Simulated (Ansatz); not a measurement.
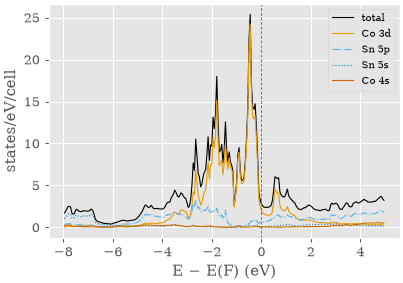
Figure: Total and projected density of states of CoSn in space group P6/mmm (No. 191; Co on 3f, Sn on 1a, Sn on 2d), DFT-PBE in the program Ansatz with PAW potentials

Question: Which orbitals carry the states next to the Fermi level?

Answer: Within 0.5 eV of the Fermi level: Co 3d 87 %, Sn 5p 9 %. Projections are on Löwdin-orthogonalised atomic valence shells; empty p or d shells of many metals are not among them.

Question: Where is the tallest occupied peak in this window, and what makes it?

Answer: Near -0.4 eV, about 25 states/eV per cell; the largest projected share is Co 3d.

The cell was relaxed with PBE under the symmetry of its start. The workflow began spin-polarised and lost its moments. Scalar-relativistic: spin–orbit coupling is off unless named, which matters more the heavier the elements.

Potentials: the later of the program's two PAW sets.
